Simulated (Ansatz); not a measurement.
# Geometry relaxation, with input and output: C3H12OSi2 (part 2 of 2)

C3H12OSi2; RKS CAM-B3LYP-D4/6-31G (Ansatz 0.2.0). It belongs to a series of runs on one base structure; here: end point A relaxed.

Geometry of the input (Å):
```
C  -1.6378  -1.5029  -0.2934
C  -0.5728  -1.0656  0.6551
C  0.7304  -0.6913  -0.0428
O  1.2610  -1.8004  -0.8341
Si 0.7975  0.9722  -0.9643
Si 0.5608  2.6845  0.6087
H  -1.3657  -2.3013  -0.9308
H  -2.5359  -1.7407  0.2541
H  -1.9700  -0.6094  -0.9124
H  -0.9159  -0.2475  1.3247
H  -0.3997  -1.9256  1.3314
H  1.5406  -0.5881  0.7750
H  1.1775  -2.5685  -0.2712
H  2.0704  1.1612  -1.6382
H  -0.3028  1.0332  -1.9502
H  -0.7300  2.5601  1.3425
H  1.6612  2.6163  1.6202
H  0.5936  4.0251  -0.0224
```

### Trajectory as extended XYZ, continued
```
18
Properties=species:S:1:pos:R:3:forces:R:3 step=6 energy=-21102.04645 accepted=F
C    -1.6587   -1.2371   -0.2276   -0.1668  -0.2298   0.2243
C    -0.5008   -1.1270    0.7645   -0.0543  -0.0481  -0.4158
C     0.8200   -0.8012    0.0623    0.2553   0.3992   0.1432
O     1.2081   -1.7710   -0.9532   -0.2678  -0.2946   0.0111
Si    0.8095    0.8709   -0.9498    0.0644  -0.2841   0.6714
Si    0.4007    2.6557    0.5580    0.0120   0.0620  -0.1549
H    -1.3952   -1.9352   -1.0249   -0.0217  -0.0380  -0.0365
H    -2.5568   -1.6030    0.2783   -0.0616   0.0122  -0.0919
H    -1.8979   -0.2802   -0.6979   -0.0048   0.0434   0.0762
H    -0.7175   -0.3634    1.5230    0.1057   0.0187  -0.0485
H    -0.3863   -2.0727    1.3149   -0.0238  -0.0297  -0.0371
H     1.6078   -0.7857    0.8313    0.0465   0.3311  -0.0829
H     1.3271   -2.6593   -0.5563   -0.0125   0.0782  -0.0792
H     2.1739    1.0410   -1.5246    0.0571   0.0495  -0.1297
H    -0.2230    0.8201   -2.0348    0.1146   0.0333   0.0336
H    -0.9438    2.5761    1.2179   -0.0184  -0.0607  -0.0277
H     1.4293    2.7258    1.6516    0.0014  -0.1020  -0.0522
H     0.4658    3.9575   -0.1807   -0.0253   0.0595  -0.0034
18
Properties=species:S:1:pos:R:3:forces:R:3 step=7 energy=-21102.09509
C    -1.6821   -1.3059   -0.2177   -0.0221   0.0034   0.0365
C    -0.5117   -1.1209    0.7491    0.0107   0.0209  -0.0385
C     0.8085   -0.7698    0.0554   -0.0033  -0.1103   0.0333
O     1.1546   -1.7604   -0.9616   -0.0028   0.0297  -0.0124
Si    0.8529    0.8940   -0.9126    0.0146   0.0057  -0.0446
Si    0.4304    2.6908    0.5468   -0.0110   0.0080   0.0252
H    -1.3977   -1.9853   -1.0250   -0.0067  -0.0012   0.0000
H    -2.5506   -1.7228    0.3000   -0.0107   0.0048  -0.0139
H    -1.9888   -0.3598   -0.6733    0.0210   0.0228   0.0028
H    -0.7454   -0.3492    1.4938    0.0113  -0.0010  -0.0061
H    -0.3641   -2.0512    1.3183    0.0160  -0.0123  -0.0057
H     1.6054   -0.7237    0.8122    0.0081  -0.0152   0.0104
H     1.2416   -2.6536   -0.5722   -0.0013   0.0507   0.0309
H     2.2254    1.0480   -1.4915   -0.0066   0.0062  -0.0018
H    -0.1386    0.8865   -2.0325   -0.0041  -0.0106   0.0022
H    -0.9190    2.5702    1.1923   -0.0017  -0.0027  -0.0110
H     1.4549    2.7207    1.6441   -0.0086  -0.0008  -0.0044
H     0.4867    4.0037   -0.1740   -0.0029   0.0019  -0.0030
18
Properties=species:S:1:pos:R:3:forces:R:3 step=8 energy=-21102.10018
C    -1.6807   -1.2529   -0.1997    0.0133   0.0296   0.0082
C    -0.4915   -1.1307    0.7568   -0.0244   0.0089  -0.0343
C     0.8268   -0.7908    0.0558    0.0303   0.0282   0.0562
O     1.1595   -1.7717   -0.9703   -0.0196  -0.0620  -0.0571
Si    0.8663    0.8770   -0.9144    0.0013  -0.0196   0.0394
Si    0.3927    2.6740    0.5340    0.0008   0.0014  -0.0024
H    -1.4228   -1.9101   -1.0357   -0.0165   0.0264   0.0307
H    -2.5529   -1.6672    0.3137   -0.0072   0.0096  -0.0121
H    -1.9690   -0.2806   -0.6167    0.0334  -0.0573   0.0351
H    -0.6941   -0.3750    1.5283    0.0159  -0.0336  -0.0314
H    -0.3582   -2.0825    1.2950   -0.0041   0.0180  -0.0194
H     1.6309   -0.7582    0.8074   -0.0249   0.0206  -0.0148
H     1.2501   -2.6677   -0.5882   -0.0003   0.0406   0.0174
H     2.2441    1.0486   -1.4741    0.0005   0.0080  -0.0071
H    -0.1124    0.8496   -2.0458    0.0139  -0.0077   0.0079
H    -0.9708    2.5451    1.1481    0.0078  -0.0108  -0.0089
H     1.3942    2.7218    1.6526   -0.0201  -0.0027  -0.0116
H     0.4504    3.9828   -0.1948    0.0001   0.0025   0.0042
18
Properties=species:S:1:pos:R:3:forces:R:3 step=9 energy=-21102.10344
C    -1.6796   -1.1864   -0.1723    0.0767   0.0538  -0.0138
C    -0.4648   -1.1382    0.7639   -0.0896   0.0065  -0.0255
C     0.8492   -0.8141    0.0490    0.0316   0.0695   0.0383
O     1.1530   -1.7916   -0.9900   -0.0199  -0.0318  -0.0262
Si    0.8894    0.8574   -0.9166   -0.0065  -0.0335   0.0524
Si    0.3427    2.6481    0.5190    0.0132   0.0009  -0.0050
H    -1.4619   -1.8220   -1.0382   -0.0164   0.0615   0.0832
H    -2.5566   -1.5881    0.3431    0.0044   0.0047  -0.0007
H    -1.9429   -0.1875   -0.5474    0.0541  -0.1336   0.0600
H    -0.6266   -0.4018    1.5654    0.0118  -0.0732  -0.0670
H    -0.3485   -2.1130    1.2668   -0.0317   0.0617  -0.0383
H     1.6633   -0.7961    0.7913   -0.0383   0.0113  -0.0461
H     1.2627   -2.6851   -0.6092    0.0009  -0.0014   0.0100
H     2.2764    1.0490   -1.4486   -0.0062   0.0159   0.0050
H    -0.0632    0.8039   -2.0706    0.0263   0.0133   0.0269
H    -1.0392    2.4999    1.0886    0.0264  -0.0136  -0.0225
H     1.3042    2.7229    1.6728   -0.0304  -0.0193  -0.0392
H     0.4048    3.9538   -0.2152   -0.0065   0.0073   0.0086
18
Properties=species:S:1:pos:R:3:forces:R:3 step=10 energy=-21102.10318 accepted=F
C    -1.6772   -1.1511   -0.1533    0.0985   0.0289  -0.0007
C    -0.4507   -1.1454    0.7700   -0.1231   0.0034  -0.0399
C     0.8601   -0.8308    0.0455    0.0212   0.0774   0.0555
O     1.1466   -1.8069   -1.0009   -0.0284  -0.0279  -0.0004
Si    0.9031    0.8448   -0.9141   -0.0005   0.0809  -0.0078
Si    0.3167    2.6467    0.4922    0.0050  -0.0991   0.0820
H    -1.4845   -1.7794   -1.0305   -0.0127   0.0611   0.0849
H    -2.5586   -1.5383    0.3657    0.0081   0.0050   0.0005
H    -1.9183   -0.1406   -0.5103    0.0372  -0.1201   0.0504
H    -0.5903   -0.4220    1.5876    0.0163  -0.0717  -0.0763
H    -0.3480   -2.1324    1.2517   -0.0237   0.0711  -0.0374
H     1.6797   -0.8260    0.7811   -0.0231   0.0277  -0.0438
H     1.2688   -2.6991   -0.6197   -0.0034   0.0133  -0.0099
H     2.2957    1.0625   -1.4216   -0.0081  -0.0275  -0.0147
H    -0.0379    0.7962   -2.0774    0.0461  -0.0286   0.0038
H    -1.0734    2.4604    1.0311    0.0258   0.0248  -0.0038
H     1.2567    2.7021    1.6648   -0.0424   0.0210  -0.0203
H     0.3736    3.9706   -0.2100    0.0073  -0.0395  -0.0221
18
Properties=species:S:1:pos:R:3:forces:R:3 step=11 energy=-21102.10648
C    -1.6791   -1.1735   -0.1609    0.0574   0.0229   0.0040
C    -0.4593   -1.1370    0.7649   -0.0584   0.0064  -0.0199
C     0.8521   -0.8159    0.0441    0.0029   0.0090   0.0194
O     1.1437   -1.7966   -0.9968   -0.0052  -0.0168  -0.0143
Si    0.8994    0.8553   -0.9175   -0.0076  -0.0017   0.0135
Si    0.3316    2.6412    0.5111    0.0024  -0.0076  -0.0013
H    -1.4732   -1.8085   -1.0278   -0.0087   0.0213   0.0325
H    -2.5567   -1.5671    0.3596    0.0044   0.0035   0.0010
H    -1.9328   -0.1737   -0.5312    0.0124  -0.0412   0.0174
H    -0.6125   -0.4065    1.5710    0.0076  -0.0263  -0.0217
H    -0.3482   -2.1146    1.2600    0.0008   0.0242  -0.0130
H     1.6695   -0.8026    0.7810   -0.0092   0.0029  -0.0161
H     1.2620   -2.6879   -0.6129   -0.0014   0.0050   0.0020
H     2.2899    1.0563   -1.4370   -0.0024   0.0004   0.0064
H    -0.0417    0.8049   -2.0794    0.0122   0.0018   0.0071
H    -1.0552    2.4769    1.0619    0.0120  -0.0024  -0.0097
H     1.2790    2.7084    1.6749   -0.0171  -0.0028  -0.0144
H     0.3936    3.9523   -0.2132   -0.0021   0.0012   0.0070
18
Properties=species:S:1:pos:R:3:forces:R:3 step=12 energy=-21102.10860
C    -1.6748   -1.1267   -0.1322    0.0518  -0.0132   0.0144
C    -0.4386   -1.1342    0.7706   -0.0480  -0.0052  -0.0127
C     0.8664   -0.8293    0.0320   -0.0230  -0.0194  -0.0141
O     1.1260   -1.8123   -1.0178   -0.0001   0.0035   0.0336
Si    0.9217    0.8440   -0.9233    0.0127   0.0195  -0.0037
Si    0.2917    2.6167    0.4946   -0.0134  -0.0017   0.0188
H    -1.5023   -1.7563   -1.0095   -0.0041   0.0136   0.0178
H    -2.5543   -1.5018    0.3990    0.0114   0.0030   0.0023
H    -1.9062   -0.1164   -0.4841   -0.0067   0.0030  -0.0064
H    -0.5610   -0.4163    1.5925    0.0073  -0.0137  -0.0147
H    -0.3402   -2.1230    1.2449    0.0033   0.0147   0.0011
H     1.6946   -0.8312    0.7556    0.0080  -0.0005  -0.0049
H     1.2561   -2.7017   -0.6328   -0.0035   0.0073  -0.0168
H     2.3244    1.0629   -1.4039   -0.0142  -0.0033   0.0046
H     0.0127    0.7862   -2.1097    0.0091  -0.0007   0.0068
H    -1.1106    2.4279    0.9981    0.0222   0.0035  -0.0108
H     1.1981    2.6859    1.6904   -0.0138  -0.0043  -0.0139
H     0.3587    3.9370   -0.2124    0.0010  -0.0062  -0.0014
18
Properties=species:S:1:pos:R:3:forces:R:3 step=13 energy=-21102.10903
C    -1.6717   -1.1106   -0.1195    0.0278  -0.0231   0.0161
C    -0.4301   -1.1324    0.7735   -0.0222  -0.0026  -0.0084
C     0.8715   -0.8343    0.0265   -0.0189  -0.0269  -0.0216
O     1.1162   -1.8164   -1.0282    0.0020   0.0108   0.0398
Si    0.9322    0.8414   -0.9237    0.0021   0.0188  -0.0152
Si    0.2740    2.6078    0.4885   -0.0025  -0.0060   0.0182
H    -1.5122   -1.7401   -0.9989   -0.0021   0.0071   0.0054
H    -2.5508   -1.4781    0.4175    0.0088   0.0025   0.0006
H    -1.8959   -0.0977   -0.4673   -0.0090   0.0159  -0.0121
H    -0.5402   -0.4178    1.5996    0.0049  -0.0041  -0.0057
H    -0.3356   -2.1238    1.2422    0.0023   0.0045   0.0063
H     1.7054   -0.8441    0.7432    0.0084  -0.0032   0.0014
H     1.2473   -2.7068   -0.6458   -0.0031   0.0060  -0.0177
H     2.3392    1.0660   -1.3890   -0.0137   0.0000   0.0073
H     0.0369    0.7827   -2.1200    0.0053  -0.0040   0.0021
H    -1.1356    2.4136    0.9684    0.0215   0.0041  -0.0113
H     1.1613    2.6715    1.6985   -0.0128   0.0047  -0.0075
H     0.3505    3.9303   -0.2134    0.0010  -0.0044   0.0022
18
Properties=species:S:1:pos:R:3:forces:R:3 step=14 energy=-21102.10917
C    -1.6698   -1.1034   -0.1094   -0.0022  -0.0224   0.0130
C    -0.4243   -1.1314    0.7759    0.0082   0.0019  -0.0032
C     0.8737   -0.8379    0.0212   -0.0043  -0.0261  -0.0194
O     1.1068   -1.8182   -1.0379    0.0004   0.0166   0.0339
Si    0.9371    0.8405   -0.9241    0.0274   0.0185  -0.0094
Si    0.2672    2.6040    0.4855   -0.0308  -0.0096   0.0099
H    -1.5193   -1.7346   -0.9887   -0.0007   0.0003  -0.0055
H    -2.5474   -1.4656    0.4335    0.0033   0.0020  -0.0019
H    -1.8912   -0.0899   -0.4571   -0.0062   0.0176  -0.0111
H    -0.5258   -0.4173    1.6030    0.0016   0.0043   0.0025
H    -0.3307   -2.1232    1.2434   -0.0002  -0.0056   0.0081
H     1.7128   -0.8537    0.7318    0.0023  -0.0033   0.0031
H     1.2368   -2.7102   -0.6593   -0.0019   0.0028  -0.0125
H     2.3476    1.0726   -1.3743   -0.0063  -0.0093  -0.0020
H     0.0552    0.7793   -2.1301   -0.0030   0.0049   0.0064
H    -1.1503    2.4053    0.9384    0.0129   0.0135  -0.0002
H     1.1310    2.6668    1.7121   -0.0042  -0.0035  -0.0135
H     0.3530    3.9281   -0.2121    0.0037  -0.0028   0.0018
18
Properties=species:S:1:pos:R:3:forces:R:3 step=15 energy=-21102.10938
C    -1.6689   -1.1056   -0.1093   -0.0107  -0.0131   0.0083
C    -0.4239   -1.1312    0.7762    0.0155   0.0039  -0.0020
C     0.8739   -0.8381    0.0212    0.0040  -0.0162  -0.0139
O     1.1063   -1.8170   -1.0388   -0.0008   0.0125   0.0225
Si    0.9382    0.8414   -0.9229    0.0042   0.0076  -0.0081
Si    0.2651    2.6045    0.4855   -0.0076  -0.0033   0.0096
H    -1.5178   -1.7381   -0.9876   -0.0003  -0.0006  -0.0061
H    -2.5461   -1.4677    0.4342   -0.0009   0.0014  -0.0020
H    -1.8917   -0.0928   -0.4593   -0.0011   0.0073  -0.0055
H    -0.5257   -0.4154    1.6019    0.0001   0.0044   0.0038
H    -0.3295   -2.1218    1.2461   -0.0022  -0.0057   0.0056
H     1.7135   -0.8551    0.7314   -0.0019  -0.0017   0.0018
H     1.2333   -2.7103   -0.6624   -0.0007   0.0010  -0.0078
H     2.3482    1.0711   -1.3750   -0.0026  -0.0015   0.0008
H     0.0545    0.7822   -2.1275   -0.0012   0.0001   0.0011
H    -1.1532    2.4134    0.9377    0.0074   0.0039  -0.0037
H     1.1284    2.6638    1.7124   -0.0040   0.0006  -0.0058
H     0.3578    3.9282   -0.2119    0.0026  -0.0005   0.0014
18
Properties=species:S:1:pos:R:3:forces:R:3 step=16 energy=-21102.10950
C    -1.6687   -1.1097   -0.1083    0.0044   0.0052  -0.0038
C    -0.4225   -1.1300    0.7768   -0.0039  -0.0007   0.0043
C     0.8745   -0.8374    0.0202   -0.0047  -0.0027   0.0021
O     1.1057   -1.8150   -1.0395    0.0038  -0.0014  -0.0077
Si    0.9373    0.8427   -0.9240    0.0008   0.0009   0.0029
Si    0.2651    2.6049    0.4863    0.0005   0.0003  -0.0018
H    -1.5172   -1.7451   -0.9846   -0.0003   0.0000   0.0013
H    -2.5454   -1.4702    0.4367   -0.0007  -0.0004   0.0023
H    -1.8923   -0.0982   -0.4628   -0.0003  -0.0032   0.0006
H    -0.5250   -0.4111    1.6000   -0.0004  -0.0006  -0.0015
H    -0.3272   -2.1188    1.2508    0.0012   0.0000   0.0006
H     1.7143   -0.8546    0.7303   -0.0004   0.0019  -0.0008
H     1.2297   -2.7099   -0.6661    0.0000   0.0001   0.0019
H     2.3468    1.0721   -1.3770    0.0002   0.0008  -0.0011
H     0.0519    0.7837   -2.1273   -0.0005  -0.0005   0.0001
H    -1.1567    2.4220    0.9289   -0.0008   0.0005  -0.0005
H     1.1214    2.6560    1.7180   -0.0005  -0.0009   0.0008
H     0.3707    3.9299   -0.2065    0.0015   0.0007   0.0004
```

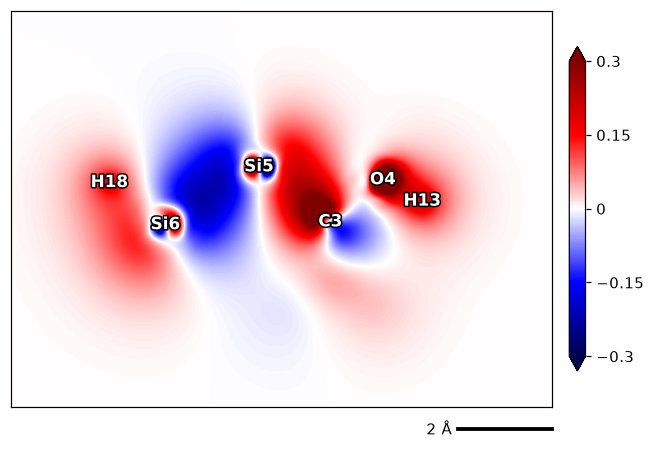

The HOMO−1 on the plane of atoms Si5, Si6 and H18 (values in Å⁻³ᐟ²; the overall sign is arbitrary). It lies mainly on O4 (40 %), C3 (15 %), Si5 (15 %) and Si6 (10 %). Its energy is −9.19 eV.

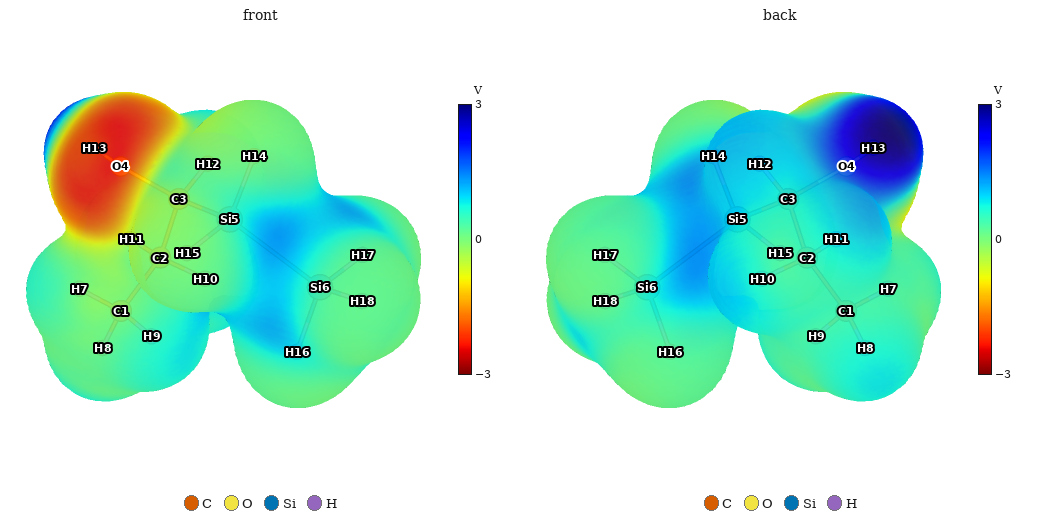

The molecular electrostatic potential painted on the density surface at 0.004 e/bohr³, seen at a tilt and from behind; red is negative and blue positive.

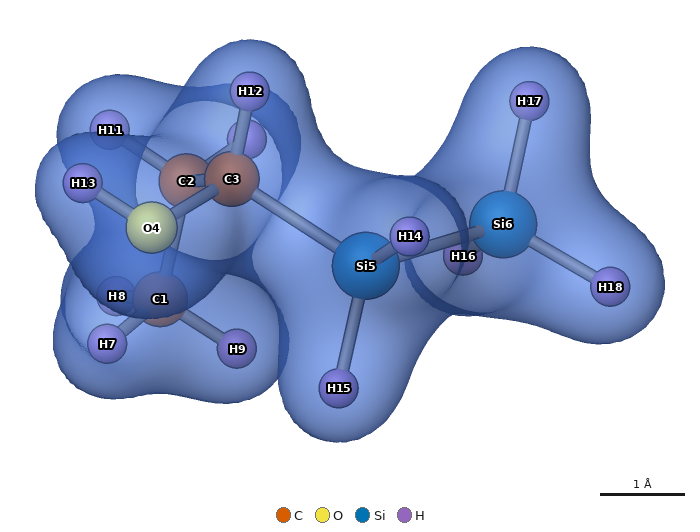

Isosurface of the electron density at 0.2 e/Å³ (blue), seen from the side. At this value the surface is in one piece. On the grid the lowest density along these lines, outside the cores, is 1.5 e/Å³ (C–O, 1.46 Å), 1.5 e/Å³ (C–C, 1.53 Å), 0.67 e/Å³ (C–Si, 1.93 Å) and 0.53 e/Å³ (Si–Si, 2.36 Å).
